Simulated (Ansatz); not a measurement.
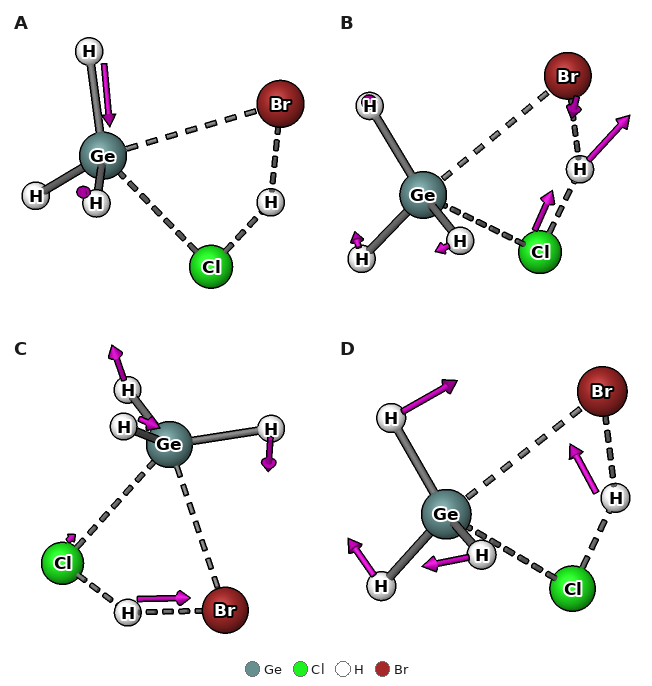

4 normal modes of one molecule or complex, as arrows. Broken sticks mark bonds that form or break. Harmonic vibrations computed with RKS PBE0-D4/def2-TZVP (Ansatz 0.2.0) at a stationary point of the same level. It is a saddle point of order 1.

Question: Match the panels to the wavenumbers 420i cm⁻¹, 257 cm⁻¹, 538 cm⁻¹, 2169 cm⁻¹.

Answer: A: 2169 cm⁻¹
B: 257 cm⁻¹
C: 420i cm⁻¹
D: 538 cm⁻¹
